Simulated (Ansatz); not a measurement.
**H₂NSSi radical: an energy map over bond length N1–Si2 and bond length Si2–S3**

Aim: map the energy of H2NSSi, SMILES [N]=[SiH]S, spin multiplicity 2 over two coordinates, and find its wells, ridges and stiffness.

Program: Ansatz 0.2.0. Level of theory: UKS SPW92 (LDA)/def2-TZVP. These are calculated values, not measurements.

### 1 Where the work starts

SMILES `[N]=[SiH]S`, 5 atoms, charge 0, spin multiplicity 2.

Atoms are counted from 1 here; the program's logs count them from 0.

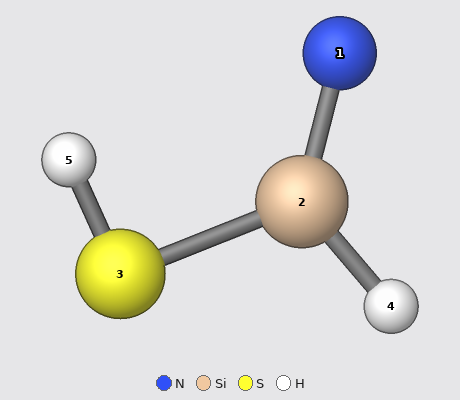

Start geometry, drawn with nitrogen blue, silicon light orange, sulfur yellow, hydrogen white; atoms are numbered from 1 in the order of the file.

Coordinates:

```xyz
5

N    -1.5153    0.0239    1.1408
Si   -0.4906   -0.3801   -0.1083
S     1.4398    0.4573   -0.4674
H    -0.7831   -1.4052   -1.1636
H     1.3493    1.3042    0.5984
```

This geometry comes from a loose relaxation at PBE in a small basis, which is not shown.

### 2 Relaxing the molecule

input.yaml

```yaml
crystal:
  periodic: [false, false, false]
  atoms:
    - { symbol: "N", position_ang: [-1.515329, 0.023892, 1.140818] }
    - { symbol: Si, position_ang: [-0.490612, -0.380148, -0.108264] }
    - { symbol: S, position_ang: [1.439783, 0.457307, -0.467376] }
    - { symbol: H, position_ang: [-0.783123, -1.405196, -1.163618] }
    - { symbol: H, position_ang: [1.349291, 1.304154, 0.598429] }
magnetization:
  spin_polarized: true
  initial_magnetization: 1
basis:
  gaussian: { orbitals: def2-TZVP }
hamiltonian:
  xc: lda
output:
  forces: true
relax:
  f_tol: 0.003
  max_steps: 120
```

Started as:

```
$ ansatz run input.yaml --threads 1 --pin off --max-ram 2560MiB --backend cpu --events-out ev --progress --plain --runs-dir out
```

Standard output (excerpt; [...] marks lines left out):

```text
Warning: RAYON_NUM_THREADS=1 ignored (pool sized by the plan → 1); use --threads N
[...]
Functional definition: SPW92
[...]
756 factors; their error is unknown
[...]
mean field -20153.19613427 eV, -740.6162976076 hartree, gradient 2.8e-5 eV, S^2 0.763032; 3 other end points of the search recorded, 0 dependent functions left out
[...]
reference -20153.19616436 eV, -740.6162987133 hartree; 20, 19 occupied and 97, 98 virtual orbitals, 756 factors
relax step   1: F+E_penalty+E_count = -20153.19613427 eV  Δ(F+E_penalty+E_count) = +0.000e0 eV  max|allowed force component| = 6.939e-1 eV/Å  Δτ_max = 0.0000 Å  (72 SCF iters, accepted)
[...]
relax step   6: F+E_penalty+E_count = -20153.22127402 eV  Δ(F+E_penalty+E_count) = -1.246e-5 eV  max|allowed force component| = 6.583e-3 eV/Å  Δτ_max = 0.0025 Å  (30 SCF iters, accepted)
[...]
relax step   7: F+E_penalty+E_count = -20153.22127570 eV  Δ(F+E_penalty+E_count) = -1.689e-6 eV  max|allowed force component| = 7.200e-4 eV/Å  Δτ_max = 0.0007 Å  (26 SCF iters, accepted)
756 factors; their error is unknown
[...]
mean field -20153.22127570 eV, -740.6172215381 hartree, gradient 2.9e-5 eV, S^2 0.761461; 4 other end points of the search recorded, 0 dependent functions left out
[...]
reference -20153.22130568 eV, -740.6172226397 hartree; 20, 19 occupied and 97, 98 virtual orbitals, 756 factors
Total energy: -20153.22130568 eV, -740.6172226397 hartree
Atom 0 at    -1.484675     0.030557     1.118284 Å, force     0.000200    -0.000059    -0.000275 eV/Å
Atom 1 at    -0.473151    -0.368702    -0.107760 Å, force    -0.000622     0.000147     0.000720 eV/Å
Atom 2 at     1.419779     0.457431    -0.472428 Å, force    -0.000440    -0.000399    -0.000253 eV/Å
Atom 3 at    -0.781560    -1.397821    -1.145435 Å, force     0.000633     0.000199    -0.000218 eV/Å
Atom 4 at     1.319618     1.278544     0.607329 Å, force     0.000230     0.000112     0.000026 eV/Å
Dipole moment:     0.463133    -0.037496    -0.383162 e Å
```

Wall time 18 s (1 thread of Arm Neoverse V2, shared host); peak memory 0.19 GiB.

Step by step:

```csv
step,energy from step 1 (eV),largest force component (eV/Å)
1,0.0000,0.6939
2,-0.0205,0.3588
3,-0.0246,0.0926
4,-0.0251,0.0095
5,-0.0251,0.0069
6,-0.0251,0.0066
7,-0.0251,0.0007
```

Distances of close pairs at the start and the end, largest changes first:

```csv
bond,before (Å),after (Å),change (Å)
Si2–S3,2.135,2.097,-0.037
N1–Si2,1.665,1.639,-0.027
Si2–H4,1.500,1.494,-0.006
S3–H5,1.364,1.360,-0.004
```

### 3 Plan of the scan

First coordinate, bond length N1–Si2: 15 values from 1.409 to 2.294 Å. Second coordinate, bond length Si2–S3: 15 values from 1.762 to 2.726 Å.

Nothing else is relaxed (all other coordinates rigid). Energies count from the relaxed molecule at the same level.

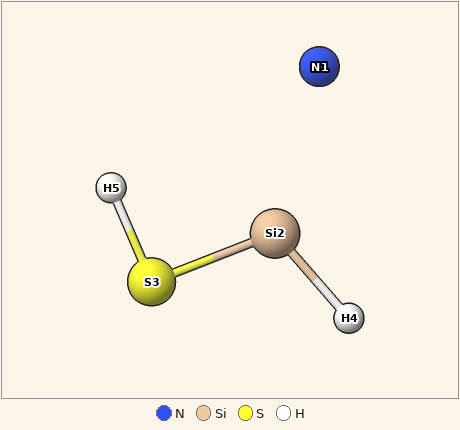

The geometry at bond length N1–Si2 = 2.294 Å, bond length Si2–S3 = 1.762 Å.

Of the runs on the grid, 3 are shown in the steps below; the others differ only in the two coordinates.

### 4 Grid point bond length N1–Si2 = 2.294 Å, bond length Si2–S3 = 1.762 Å

input.yaml

```yaml
crystal:
  periodic: [false, false, false]
  atoms:
    - { symbol: "N", position_ang: [-1.484675, 0.030557, 1.118284] }
    - { symbol: Si, position_ang: [-0.068768, -0.528317, -0.597905] }
    - { symbol: S, position_ang: [1.521537, 0.16574, -0.904272] }
    - { symbol: H, position_ang: [-0.377177, -1.557435, -1.635579] }
    - { symbol: H, position_ang: [1.421375, 0.986853, 0.175485] }
magnetization:
  spin_polarized: true
  initial_magnetization: 1
basis:
  gaussian: { orbitals: def2-TZVP }
hamiltonian:
  xc: lda
output:
  forces: true
```

Started as:

```
$ ansatz run input.yaml --threads 1 --pin off --max-ram 2560MiB --backend cpu --events-out ev --progress --plain --runs-dir out
```

Standard output (excerpt; [...] marks lines left out):

```text
Warning: RAYON_NUM_THREADS=1 ignored (pool sized by the plan → 1); use --threads N
[...]
[... 1 set-up line as earlier in the session ...]
[...]
756 factors; their error is unknown
[...]
mean field -20148.92350784 eV, -740.4592814821 hartree, gradient 9.4e-6 eV, S^2 0.948364; 7 other end points of the search recorded, 0 dependent functions left out
[...]
reference -20148.92353923 eV, -740.4592826359 hartree; 20, 19 occupied and 97, 98 virtual orbitals, 756 factors
Total energy: -20148.92353923 eV, -740.4592826359 hartree
Atom 0 at    -1.484675     0.030557     1.118284 Å, force     2.884369    -1.127007    -3.482008 eV/Å
Atom 1 at    -0.068768    -0.528317    -0.597905 Å, force   -13.610704    -3.744030     5.315656 eV/Å
Atom 2 at     1.521537     0.165740    -0.904272 Å, force    10.556527     4.721115    -1.894050 eV/Å
Atom 3 at    -0.377177    -1.557435    -1.635579 Å, force    -0.080025    -0.040349     0.008830 eV/Å
Atom 4 at     1.421375     0.986853     0.175485 Å, force     0.249832     0.190270     0.051572 eV/Å
Dipole moment:     0.732575     0.040841    -0.483215 e Å
```

It took 4.6 s on 1 thread of Arm Neoverse V2, shared host; peak memory 0.2 GiB.

On the map this point reads 415 kJ/mol.

### 5 Grid point bond length N1–Si2 = 1.852 Å, bond length Si2–S3 = 1.762 Å

input.yaml

```yaml
crystal:
  periodic: [false, false, false]
  atoms:
    - { symbol: "N", position_ang: [-1.484675, 0.030557, 1.118284] }
    - { symbol: Si, position_ang: [-0.34158, -0.420635, -0.267235] }
    - { symbol: S, position_ang: [1.248724, 0.273422, -0.573603] }
    - { symbol: H, position_ang: [-0.649989, -1.449753, -1.30491] }
    - { symbol: H, position_ang: [1.148563, 1.094535, 0.506154] }
magnetization:
  spin_polarized: true
  initial_magnetization: 1
basis:
  gaussian: { orbitals: def2-TZVP }
hamiltonian:
  xc: lda
output:
  forces: true
```

Started as:

```
$ ansatz run input.yaml --threads 1 --pin off --max-ram 2560MiB --backend cpu --events-out ev --progress --plain --runs-dir out
```

Standard output (excerpt; [...] marks lines left out):

```text
Warning: RAYON_NUM_THREADS=1 ignored (pool sized by the plan → 1); use --threads N
[...]
[... 1 set-up line as earlier in the session ...]
[...]
756 factors; their error is unknown
[...]
mean field -20151.10981710 eV, -740.5396268655 hartree, gradient 1.3e-5 eV, S^2 0.775723; 3 other end points of the search recorded, 0 dependent functions left out
[...]
reference -20151.10984711 eV, -740.5396279684 hartree; 20, 19 occupied and 97, 98 virtual orbitals, 756 factors
Total energy: -20151.10984711 eV, -740.5396279684 hartree
Atom 0 at    -1.484675     0.030557     1.118284 Å, force     2.639838    -1.061887    -3.224174 eV/Å
Atom 1 at    -0.341580    -0.420635    -0.267235 Å, force   -13.383562    -3.773771     5.113937 eV/Å
Atom 2 at     1.248724     0.273422    -0.573603 Å, force    10.659216     4.690381    -2.006545 eV/Å
Atom 3 at    -0.649989    -1.449753    -1.304910 Å, force    -0.088588    -0.029558     0.028270 eV/Å
Atom 4 at     1.148563     1.094535     0.506154 Å, force     0.173096     0.174835     0.088513 eV/Å
Dipole moment:     0.686179     0.036157    -0.455191 e Å
```

It took 3.1 s on 1 thread of Arm Neoverse V2, shared host; peak memory 0.17 GiB.

On the map this point reads 204 kJ/mol.

### 6 Grid point bond length N1–Si2 = 1.662 Å, bond length Si2–S3 = 2.106 Å

input.yaml

```yaml
crystal:
  periodic: [false, false, false]
  atoms:
    - { symbol: "N", position_ang: [-1.484675, 0.030557, 1.118284] }
    - { symbol: Si, position_ang: [-0.458852, -0.374346, -0.125093] }
    - { symbol: S, position_ang: [1.441932, 0.455214, -0.491273] }
    - { symbol: H, position_ang: [-0.767261, -1.403465, -1.162767] }
    - { symbol: H, position_ang: [1.34177, 1.276327, 0.588484] }
magnetization:
  spin_polarized: true
  initial_magnetization: 1
basis:
  gaussian: { orbitals: def2-TZVP }
hamiltonian:
  xc: lda
output:
  forces: true
```

Started as:

```
$ ansatz run input.yaml --threads 1 --pin off --max-ram 2560MiB --backend cpu --events-out ev --progress --plain --runs-dir out
```

Standard output (excerpt; [...] marks lines left out):

```text
Warning: RAYON_NUM_THREADS=1 ignored (pool sized by the plan → 1); use --threads N
[...]
[... 1 set-up line as earlier in the session ...]
[...]
756 factors; their error is unknown
[...]
mean field -20153.21123296 eV, -740.6168524742 hartree, gradient 1.9e-5 eV, S^2 0.762747; 3 other end points of the search recorded, 0 dependent functions left out
[...]
reference -20153.21126295 eV, -740.6168535763 hartree; 20, 19 occupied and 97, 98 virtual orbitals, 756 factors
Total energy: -20153.21126295 eV, -740.6168535763 hartree
Atom 0 at    -1.484675     0.030557     1.118284 Å, force     0.490503    -0.190898    -0.591264 eV/Å
Atom 1 at    -0.458852    -0.374346    -0.125093 Å, force    -0.353823     0.247339     0.561024 eV/Å
Atom 2 at     1.441932     0.455214    -0.491273 Å, force    -0.137340    -0.058662     0.027941 eV/Å
Atom 3 at    -0.767261    -1.403465    -1.162767 Å, force     0.002258     0.004083     0.003363 eV/Å
Atom 4 at     1.341770     1.276327     0.588484 Å, force    -0.001598    -0.001862    -0.001064 eV/Å
Dipole moment:     0.460744    -0.039308    -0.383647 e Å
```

Wall time 3.1 s (1 thread of Arm Neoverse V2, shared host); peak memory 0.18 GiB.

Energy on the map's scale: 1.0 kJ/mol.

### 7 Energy over the grid

225 points were computed. Energies in kJ/mol, from the relaxed molecule at the same level:

```tsv
bond length Si2–S3 (Å) ↓, bond length N1–Si2 (Å) →	1.409	1.473	1.536	1.599	1.662	1.725	1.789	1.852	1.915	1.978	2.042	2.105	2.168	2.231	2.294
2.726	262	190	151	136	137	149	170	196	226	257	289	321	351	381	408
2.658	245	173	134	118	118	130	151	177	206	237	270	301	332	361	389
2.589	228	155	115	99	99	111	132	157	186	217	250	281	312	341	369
2.520	211	138	97	80	80	92	112	138	167	198	230	261	292	321	349
2.451	195	120	79	62	61	73	93	118	147	178	210	242	272	302	330
2.382	179	104	63	45	44	55	75	100	129	160	192	223	254	284	312
2.313	165	89	47	29	28	39	59	84	113	143	175	207	237	267	295
2.244	153	77	35	16	15	25	45	70	99	129	161	193	223	253	282
2.175	145	69	26	7	5	16	35	60	88	119	151	182	213	243	271
2.106	142	65	22	3	1	11	30	55	83	114	146	177	208	238	266
2.037	147	69	26	6	4	14	33	57	86	116	148	179	210	240	269
1.968	161	83	39	19	17	27	45	70	98	128	160	191	222	252	281
1.900	188	110	65	45	42	52	71	95	123	153	185	216	247	277	306
1.831	233	154	109	89	86	95	114	138	165	196	227	259	290	320	349
1.762	301	221	177	156	152	162	180	204	231	262	293	325	356	386	415
```

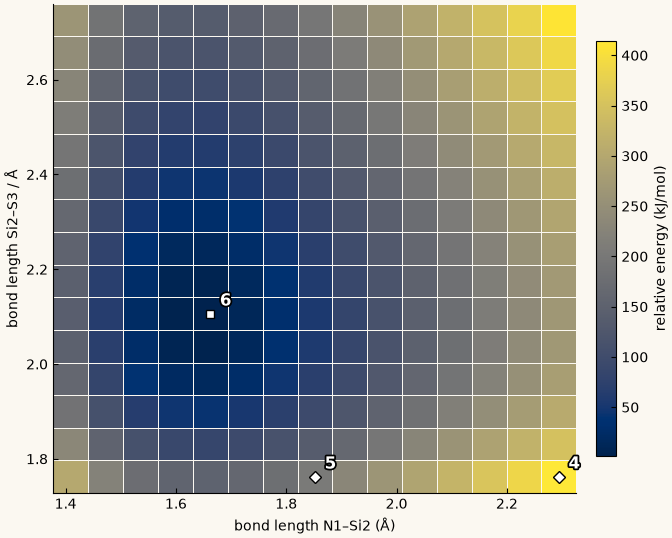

The map; numbers mark the steps of this session that print a point's run. Drawn: one coloured cell a grid point.

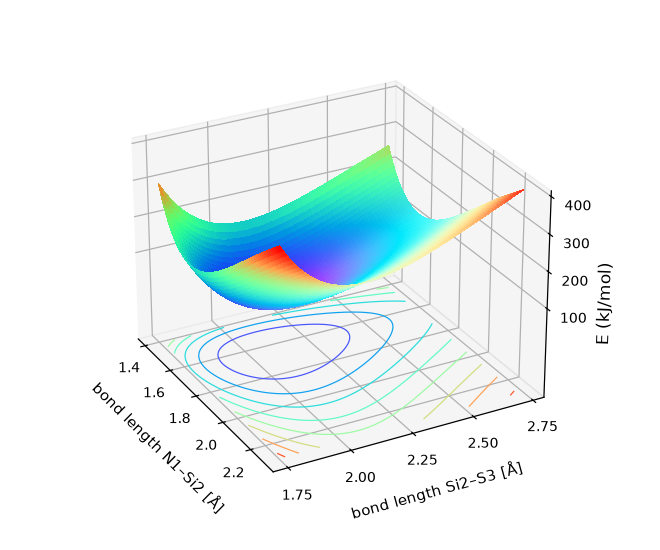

The same map in relief. The picture shows a relief with its contours projected below.

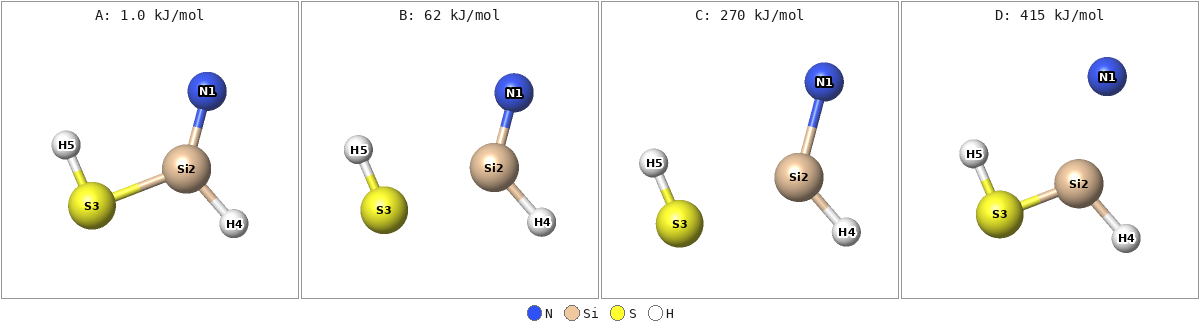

Structures on the grid, at one scale: A at bond length N1–Si2 = 1.662 Å, bond length Si2–S3 = 2.106 Å; B at bond length N1–Si2 = 1.599 Å, bond length Si2–S3 = 2.451 Å; C at bond length N1–Si2 = 2.042 Å, bond length Si2–S3 = 2.658 Å; D at bond length N1–Si2 = 2.294 Å, bond length Si2–S3 = 1.762 Å.

On the same grid, largest force on an atom (eV/Å):

| bond length Si2–S3 (Å) ↓, bond length N1–Si2 (Å) → | 1.409 | 1.473 | 1.536 | 1.599 | 1.662 | 1.725 | 1.789 | 1.852 | 1.915 | 1.978 | 2.042 | 2.105 | 2.168 | 2.231 | 2.294 |
| --- | --- | --- | --- | --- | --- | --- | --- | --- | --- | --- | --- | --- | --- | --- | --- |
| 2.726 | 16.2 | 10.2 | 6.0 | 3.3 | 2.7 | 2.8 | 3.9 | 4.6 | 5.0 | 5.2 | 5.2 | 5.1 | 4.9 | 4.7 | 4.4 |
| 2.658 | 16.3 | 10.4 | 6.2 | 3.4 | 2.7 | 2.8 | 3.9 | 4.6 | 5.0 | 5.2 | 5.2 | 5.1 | 4.9 | 4.7 | 4.4 |
| 2.589 | 16.5 | 10.5 | 6.3 | 3.5 | 2.8 | 2.8 | 3.9 | 4.6 | 5.0 | 5.2 | 5.2 | 5.1 | 5.0 | 4.7 | 4.5 |
| 2.520 | 16.6 | 10.6 | 6.3 | 3.6 | 2.7 | 2.8 | 3.8 | 4.5 | 5.0 | 5.2 | 5.2 | 5.1 | 5.0 | 4.7 | 4.5 |
| 2.451 | 16.7 | 10.6 | 6.4 | 3.5 | 2.6 | 2.7 | 3.8 | 4.5 | 4.9 | 5.2 | 5.2 | 5.1 | 5.0 | 4.7 | 4.5 |
| 2.382 | 16.7 | 10.6 | 6.3 | 3.4 | 2.4 | 2.6 | 3.8 | 4.5 | 4.9 | 5.2 | 5.2 | 5.1 | 5.0 | 4.8 | 4.5 |
| 2.313 | 16.6 | 10.5 | 6.1 | 3.2 | 2.1 | 2.6 | 3.7 | 4.5 | 4.9 | 5.1 | 5.2 | 5.1 | 5.0 | 4.8 | 4.5 |
| 2.244 | 16.4 | 10.2 | 5.8 | 2.8 | 1.7 | 2.5 | 3.7 | 4.5 | 4.9 | 5.1 | 5.2 | 5.1 | 5.0 | 4.8 | 4.5 |
| 2.175 | 16.1 | 9.9 | 5.4 | 2.3 | 1.1 | 2.5 | 3.7 | 4.4 | 4.9 | 5.1 | 5.2 | 5.1 | 5.0 | 4.8 | 4.6 |
| 2.106 | 15.8 | 9.5 | 4.9 | 1.6 | 0.8 | 2.5 | 3.7 | 4.4 | 4.9 | 5.1 | 5.2 | 5.1 | 5.0 | 4.8 | 4.6 |
| 2.037 | 15.9 | 9.5 | 5.0 | 1.6 | 1.6 | 3.2 | 4.3 | 5.0 | 5.5 | 5.7 | 5.8 | 5.7 | 5.6 | 5.4 | 5.2 |
| 1.968 | 16.0 | 9.6 | 5.0 | 2.8 | 3.2 | 4.6 | 5.6 | 6.3 | 6.7 | 7.0 | 7.0 | 7.0 | 6.9 | 6.7 | 6.5 |
| 1.900 | 16.0 | 9.7 | 5.1 | 5.0 | 5.4 | 6.6 | 7.6 | 8.2 | 8.6 | 8.8 | 8.9 | 8.9 | 8.8 | 8.6 | 8.5 |
| 1.831 | 16.1 | 9.7 | 8.1 | 8.0 | 8.4 | 9.5 | 10.4 | 11.0 | 11.4 | 11.6 | 11.7 | 11.6 | 11.6 | 11.4 | 11.3 |
| 1.762 | 16.2 | 12.1 | 12.0 | 12.0 | 12.3 | 13.4 | 14.3 | 14.8 | 15.2 | 15.4 | 15.4 | 15.4 | 15.4 | 15.2 | 15.1 |

### 8 Outcome

| quantity | value |
| --- | --- |
| lowest point | bond length N1–Si2 = 1.662 Å, bond length Si2–S3 = 2.106 Å, 1.0 kJ/mol |
| highest computed point | bond length N1–Si2 = 2.294 Å, bond length Si2–S3 = 1.762 Å, 414 kJ/mol above the lowest |
| largest force on an atom (eV/Å) | 0.8 at bond length N1–Si2 = 1.662 Å, bond length Si2–S3 = 2.106 Å to 16.7 at bond length N1–Si2 = 1.409 Å, bond length Si2–S3 = 2.451 Å; 0.8 at the lowest point |
| time for the whole task | 15 min on 1 thread, shared host |

The lowest computed point is at bond length N1–Si2 = 1.662 Å, bond length Si2–S3 = 2.106 Å, 1.0 kJ/mol from the relaxed molecule at the same level. No other kind of well shows on this grid. The highest computed point, bond length N1–Si2 = 2.294 Å, bond length Si2–S3 = 1.762 Å, lies 414 kJ/mol above the lowest. Round the minimum the two coordinates are nearly uncoupled.
